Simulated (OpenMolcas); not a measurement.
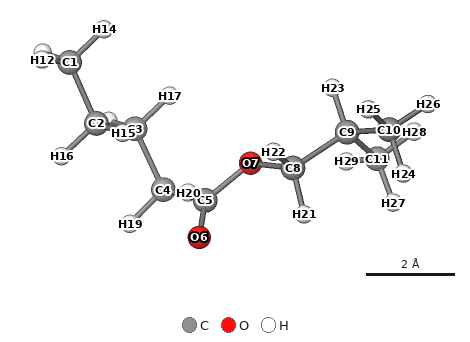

*The structure as given in the input (ball-and-stick view, seen at a tilt; atoms are numbered from 1 in the order of the input).*

Bond lengths as drawn: C–C 1.51 to 1.53 Å, C–H 1.09 to 1.10 Å and C–O 1.20 to 1.43 Å.

Single-point calculation of C$_{9}$H$_{18}$O$_{2}$ (part 1 of 2)

C$_{9}$H$_{18}$O$_{2}$ (isobutyl valerate), SMILES CCCCC(=O)OCC(C)C, computed with HF/ANO-S-MB, RHF (OpenMolcas 26.06).

The geometry comes from this level: GFN2-xTB.

The input:
```
&GATEWAY
 Coord
 29
 angstrom
 C       -3.158440       1.094120      -2.434150
 C       -2.693260       1.264670      -0.993490
 C       -2.539440      -0.081120      -0.288360
 C       -2.040970       0.080870       1.151250
 C       -0.647910       0.668210       1.178380
 O       -0.354500       1.739890       1.640350
 O        0.233750      -0.162770       0.616610
 C        1.587510       0.282530       0.555700
 C        2.483050      -0.894200       0.174770
 C        3.901150      -0.398170      -0.091620
 C        2.471480      -1.949040       1.277750
 H       -3.268030       2.061730      -2.917590
 H       -4.118330       0.582910      -2.467520
 H       -2.438930       0.506890      -3.000790
 H       -1.737790       1.793150      -0.978720
 H       -3.413950       1.877210      -0.447390
 H       -1.833160      -0.705310      -0.839170
 H       -3.503300      -0.594810      -0.273450
 H       -2.701180       0.742970       1.712080
 H       -2.009220      -0.895180       1.638230
 H        1.871340       0.696170       1.529920
 H        1.659030       1.085620      -0.187200
 H        2.077990      -1.337660      -0.740640
 H        4.310740       0.072250       0.799530
 H        3.912590       0.328960      -0.900020
 H        4.544020      -1.229920      -0.367680
 H        2.892960      -1.542450       2.194620
 H        3.059290      -2.814400       0.981500
 H        1.453500      -2.273120       1.477090
 Basis=ANO-S-MB
 Group=NoSym

&SEWARD

&SCF
 PrOrbitals=0
```

Machine: 1 thread of Arm Neoverse V1, 24 GiB of memory available, shared host.

Run as:
```bash
export MOLCAS_MEM=1860
pymolcas step1.inp > step1.log
```

Output:
```
--- Start Module: gateway ---

                                              &GATEWAY

                       available to each process: 1.9 GB of memory, 1 thread

++    Symmetry information:
      ---------------------

                    Character Table for C1

                             E
                    a        1  x, y, xy, Rz, z, xz, Ry, yz, Rx, I
--

++    Basis set information:
      ----------------------

      Basis set label: C.ANO-S...2S1P.

      Electronic valence basis set:
      ------------------
      Associated Effective Charge   6.000000 au
      Associated Actual Charge      6.000000 au
      Nuclear Model: Point charge

      Shell  nPrim  nBasis  Cartesian Spherical Contaminant
         s      10       2        X
         p       6       1        X

      Basis set label: O.ANO-S...2S1P.

      Electronic valence basis set:
      ------------------
      Associated Effective Charge   8.000000 au
      Associated Actual Charge      8.000000 au
      Nuclear Model: Point charge

      Shell  nPrim  nBasis  Cartesian Spherical Contaminant
         s      10       2        X
         p       6       1        X

      Basis set label: C.ANO-S...2S1P.

      Electronic valence basis set:
      ------------------
      Associated Effective Charge   6.000000 au
      Associated Actual Charge      6.000000 au
      Nuclear Model: Point charge

      Shell  nPrim  nBasis  Cartesian Spherical Contaminant
         s      10       2        X
         p       6       1        X

      Basis set label: H.ANO-S...1S.

      Electronic valence basis set:
      ------------------
      Associated Effective Charge   1.000000 au
      Associated Actual Charge      1.000000 au
      Nuclear Model: Point charge

      Shell  nPrim  nBasis  Cartesian Spherical Contaminant
         s       7       1        X
--

++    Molecular structure info:
      -------------------------

                    ************************************************
                    **** Cartesian Coordinates / bohr, angstrom ****
                    ************************************************

     Center  Label                x              y              z                     x              y              z
        1      C1              -5.968587       2.067587      -4.599877             -3.158440       1.094120      -2.434150
        2      C2              -5.089524       2.389880      -1.877424             -2.693260       1.264670      -0.993490
        3      C3              -4.798846      -0.153295      -0.544921             -2.539440      -0.081120      -0.288360
        4      C4              -3.856874       0.152822       2.175547             -2.040970       0.080870       1.151250
        5      C5              -1.224372       1.262734       2.226815             -0.647910       0.668210       1.178380
        6      O6              -0.669908       3.287916       3.099812             -0.354500       1.739890       1.640350
        7      O7               0.441723      -0.307591       1.165224              0.233750      -0.162770       0.616610
        8      C8               2.999959       0.533904       1.050121              1.587510       0.282530       0.555700
        9      C9               4.692284      -1.689793       0.330267              2.483050      -0.894200       0.174770
       10      C10              7.372105      -0.752432      -0.173137              3.901150      -0.398170      -0.091620
       11      C11              4.670420      -3.683152       2.414598              2.471480      -1.949040       1.277750
       12      H12             -6.175682       3.896105      -5.513446             -3.268030       2.061730      -2.917590
       13      H13             -7.782516       1.101540      -4.662937             -4.118330       0.582910      -2.467520
       14      H14             -4.608910       0.957883      -5.670671             -2.438930       0.506890      -3.000790
       15      H15             -3.283947       3.388562      -1.849513             -1.737790       1.793150      -0.978720
       16      H16             -6.451431       3.547413      -0.845445             -3.413950       1.877210      -0.447390
       17      H17             -3.464170      -1.332843      -1.585801             -1.833160      -0.705310      -0.839170
       18      H18             -6.620278      -1.124028      -0.516746             -3.503300      -0.594810      -0.273450
       19      H19             -5.104490       1.404010       3.235362             -2.701180       0.742970       1.712080
       20      H20             -3.796876      -1.691645       3.095806             -2.009220      -0.895180       1.638230
       21      H21              3.536320       1.315571       2.891130              1.871340       0.696170       1.529920
       22      H22              3.135112       2.051524      -0.353757              1.659030       1.085620      -0.187200
       23      H23              3.926832      -2.527811      -1.399607              2.077990      -1.337660      -0.740640
       24      H24              8.146118       0.136533       1.510893              4.310740       0.072250       0.799530
       25      H25              7.393724       0.621644      -1.700791              3.912590       0.328960      -0.900020
       26      H26              8.586953      -2.324212      -0.694815              4.544020      -1.229920      -0.367680
       27      H27              5.466902      -2.914808       4.147231              2.892960      -1.542450       2.194620
       28      H28              5.781220      -5.318445       1.854766              3.059290      -2.814400       0.981500
       29      H29              2.746717      -4.295574       2.791296              1.453500      -2.273120       1.477090

                    *************************************************
                    **** InterNuclear Distances / bohr, angstrom ****
                    *************************************************

     Atom centers         bohr        angstrom
   29 H29      11 C11     2.053679        1.086760
   26 H26      10 C10     2.053898        1.086876
   12 H12       1 C1      2.054501        1.087195
   28 H28      11 C11     2.054622        1.087259
   25 H25      10 C10     2.054819        1.087364
   24 H24      10 C10     2.055556        1.087753
   14 H14       1 C1      2.055907        1.087939
   27 H27      11 C11
   13 H13       1 C1      2.056104        1.088043
   19 H19       4 C4      2.060394        1.090314
   20 H20       4 C4      2.062168        1.091252
   17 H17       3 C3      2.063038        1.091713
   15 H15       2 C2      2.063553        1.091985
   16 H16       2 C2      2.063893        1.092165
   18 H18       3 C3      2.064153        1.092303
   23 H23       9 C9      2.068975        1.094854
   21 H21       8 C8      2.070749        1.095793
   22 H22       8 C8      2.071789        1.096343
    6 O6        5 C5      2.273965        1.203330
    7 O7        5 C5      2.523642        1.335454
    8 C8        7 O7      2.695539        1.426418
    5 C5        4 C4      2.857376        1.512058
    2 C2        1 C1      2.878954        1.523477
   10 C10       9 C9      2.883314        1.525784
   11 C11       9 C9      2.884162        1.526233
    9 C9        8 C8      2.885651        1.527021
    3 C3        2 C2      2.885792        1.527095
    4 C4        3 C3      2.895163        1.532054
   16 H16      15 H15     3.326610        1.760366
   14 H14      13 H13     3.332858        1.763672
   14 H14      12 H12     3.333563        1.764045
   26 H26      25 H25     3.333745        1.764142
   26 H26      24 H24     3.333878        1.764212
   13 H13      12 H12     3.333898        1.764223
   25 H25      24 H24     3.334118        1.764339
   28 H28      27 H27     3.336400        1.765547
   29 H29      28 H28
   29 H29      27 H27     3.338335        1.766571
   18 H18      17 H17     3.338787        1.766810
   22 H22      21 H21     3.351400        1.773485
   20 H20      19 H19     3.363393        1.779831
   22 H22       7 O7      3.889353        2.058157
   21 H21       7 O7      3.897426        2.062429
   19 H19       5 C5      4.011538        2.122815
   20 H20       5 C5      4.012639        2.123397
   23 H23       8 C8      4.029188        2.132155
   23 H23      11 C11     4.054120        2.145348
   17 H17       4 C4      4.063147        2.150125
   18 H18       4 C4      4.063888        2.150517
   16 H16       3 C3      4.064060        2.150608
   15 H15       1 C1      4.064083        2.150620
   16 H16       1 C1      4.064331        2.150751
   23 H23      10 C10     4.065231        2.151228
   15 H15       3 C3      4.067140        2.152238
   18 H18       2 C2      4.067211        2.152275
   17 H17       2 C2      4.072528        2.155089
   26 H26       9 C9      4.076975        2.157442
   20 H20       3 C3      4.077421        2.157678
   29 H29       9 C9      4.078233        2.158108
   24 H24       9 C9      4.081459        2.159815
   12 H12       2 C2      4.082782        2.160515
   27 H27       9 C9      4.082879        2.160567
   14 H14       2 C2      4.082931        2.160594
   13 H13       2 C2      4.083027        2.160645
   28 H28       9 C9      4.083748        2.161026
   25 H25       9 C9      4.094596        2.166767
   19 H19       3 C3      4.099898        2.169572
   22 H22       9 C9      4.109760        2.174792
   21 H21       9 C9      4.114180        2.177131
    7 O7        6 O6      4.231551        2.239240
    7 O7        4 C4      4.439671        2.349373
    8 C8        5 C5      4.445310        2.352357
    9 C9        7 O7      4.546967        2.406151
    6 O6        4 C4      4.565066        2.415729
   20 H20      18 H18     4.619991        2.444794
   21 H21       6 O6      4.650381        2.460876
   28 H28      23 H23     4.670903        2.471736
   18 H18      16 H16     4.686034        2.479742
   16 H16      12 H12     4.689122        2.481376
   25 H25      22 H22     4.689864        2.481769
   25 H25      23 H23     4.693519        2.483703
   15 H15      12 H12     4.695118        2.484550
   29 H29      23 H23     4.699077        2.486644
   20 H20      17 H17     4.707110        2.490895
   26 H26      23 H23     4.717512        2.496400
   15 H15      14 H14     4.718578        2.496964
   10 C10       8 C8      4.718758        2.497059
   16 H16      13 H13     4.725180        2.500458
   17 H17      15 H15     4.732197        2.504171
   11 C11       8 C8      4.736644        2.506524
    5 C5        3 C3      4.739676        2.508128
   11 C11      10 C10     4.752324        2.514822
   23 H23      22 H22     4.763500        2.520736
    3 C3        1 C1      4.768991        2.523641
   19 H19      18 H18     4.771467        2.524952
    4 C4        2 C2      4.790660        2.535108
   19 H19      16 H16     4.802230        2.541230
   21 H21       5 C5      4.807109        2.543813
   27 H27      21 H21     4.816746        2.548912
   19 H19       6 O6      4.820062        2.550667
   17 H17      14 H14     4.821205        2.551272
   28 H28      26 H26     4.830935        2.556421
   27 H27      24 H24     4.841400        2.561959
   18 H18      13 H13     4.847149        2.565001
   20 H20       7 O7      4.858855        2.571195
   23 H23       7 O7      4.863509        2.573658
   29 H29       7 O7      4.884784        2.584916
   17 H17       7 O7      4.886235        2.585684
   24 H24      21 H21     4.954334        2.621720
    8 C8        6 O6      5.025310        2.659279
   15 H15       5 C5      5.037603        2.665785
   22 H22      10 C10     5.083985        2.690329
   22 H22       5 C5      5.127051        2.713119
   17 H17       5 C5      5.127354        2.713279
   29 H29       8 C8      5.140008        2.719975
   21 H21      11 C11     5.147863        2.724132
   24 H24       8 C8      5.182004        2.742198
   26 H26      11 C11     5.182122        2.742261
   25 H25       8 C8      5.184629        2.743588
   17 H17       1 C1      5.188417        2.745592
   27 H27      10 C10     5.193384        2.748221
   15 H15       4 C4      5.196092        2.749653
   19 H19       2 C2      5.206990        2.755421
   18 H18       1 C1      5.223320        2.764062
   16 H16       4 C4      5.232720        2.769036
   13 H13       3 C3      5.237838        2.771745
   24 H24      11 C11     5.242819        2.774380
   28 H28      10 C10     5.243260        2.774614
   14 H14       3 C3      5.248248        2.777253
   27 H27       8 C8      5.250858        2.778635
   22 H22       6 O6      5.285261        2.796840
   21 H21      10 C10     5.327252        2.819060
    7 O7        3 C3      5.514705        2.918256
   11 C11       7 O7      5.553127        2.938588
   15 H15       6 O6      5.598138        2.962407
   29 H29      21 H21     5.667309        2.999011
--

            Nuclear Potential Energy            650.18114654 au

--- Stop Module: gateway /rc=_RC_ALL_IS_WELL_ ---

--- Start Module: seward ---

                                              &SEWARD

                       available to each process: 1.9 GB of memory, 1 thread
```
